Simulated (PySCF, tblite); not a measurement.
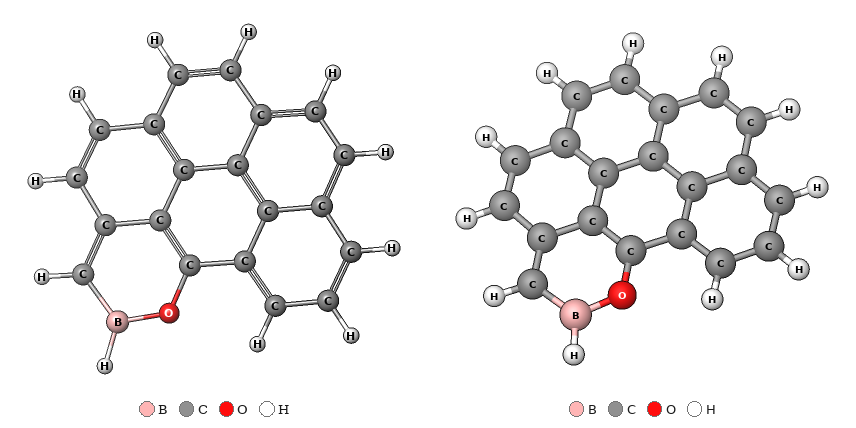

Both panels show the same species.

The geometry was computed by an optimisation with GFN2-xTB. No frequency run is at hand to confirm it as a minimum.

What is the molecular formula?

Answer. C₂₀H₁₁BO, 33 atoms: 20 carbon, 11 hydrogen, 1 boron and 1 oxygen.

Count the bonded pairs by element.

Answer. 24 C–C, 10 C–H, 1 C–B, 1 C–O, 1 B–O, 1 B–H.

What is its SMILES?

Answer. B1C=c2ccc3ccc4ccc5cccc6c(c2c3c4c56)O1

Give the symmetry (Schoenflies symbol).

Answer. Cs.

More results for the same structure follow; atom numbers are the same in all pictures, views and colours differ.

## Electronic properties

No frequency run is at hand to confirm it as a minimum. Level of theory: CAM-B3LYP/def2-SVP, gas phase (PySCF 2.14.0). Excitations: vertical, Tamm–Dancoff approximation.

Give the mean static polarisability at this level.

Answer. 246.0 bohr³.

Give the HOMO energy (Kohn–Sham orbital) at this level.

Answer. −6.58 eV.

Estimate the dipole moment.

Answer. 2.81 D.

What is the lowest vertical singlet excitation?

Answer. 3.38 eV.

## Ring current

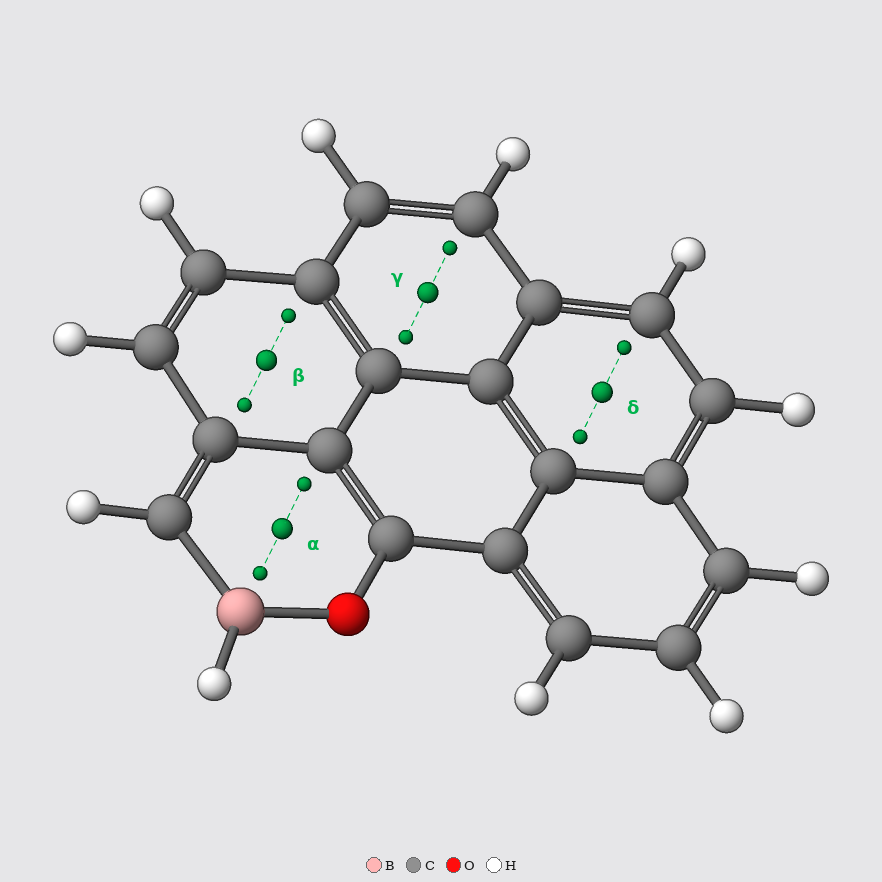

The small points mark where nucleus-independent chemical shifts (NICS) were computed: at the centre of each lettered ring and 1 Å above and below it. No frequency run is at hand to confirm it as a minimum. Properties computed with GIAO KT3/pcSseg-1 NMR shielding, non-relativistic, gas phase (PySCF 2.14.0).

Give NICS(0), NICS(1) and the out-of-plane component NICS(1)zz for each ring (means of the two sides).

```tsv
ring	members	NICS(0)	NICS(1)	NICS(1)zz
α	C4BO	−4.1	−7.0	−15.9
β	C6	0.1	−4.0	−5.0
γ	C6	−10.5	−12.9	−31.5
δ	C6	−4.1	−7.7	−16.0
```

Values in ppm.

What do the values say about the ring currents?

Answer. Ring α: diatropic, as in an aromatic ring. Ring β: weak, as in a non-aromatic ring. Ring γ: diatropic, as in an aromatic ring. Ring δ: diatropic, as in an aromatic ring. NICS is one index among several.

## NMR shielding

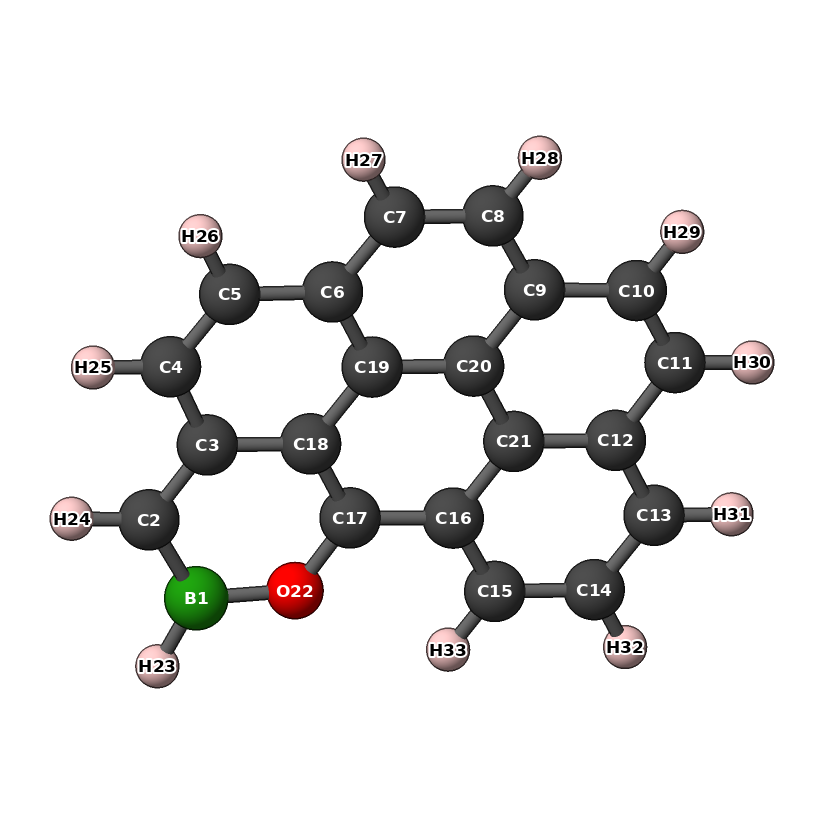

No frequency run is at hand to confirm it as a minimum. Properties computed with GIAO KT3/pcSseg-1 NMR shielding, non-relativistic, gas phase (PySCF 2.14.0). Principal shieldings σ11 ≤ σ22 ≤ σ33, span Ω = σ33 − σ11, skew κ = 3(σiso − σ22)/Ω.

Give the shielding tensors of the B atoms.

```tsv
atom	σ11	σ22	σ33	σiso	Ω	κ
B1	29.8	75.8	108.4	71.4	78.6	−0.17
```

Shieldings and span in ppm.

The geometry is semi-empirical. Around B such bond lengths and angles can be off by a tenth of an ångström or more and by several degrees, and values that hang on the shape move with them.
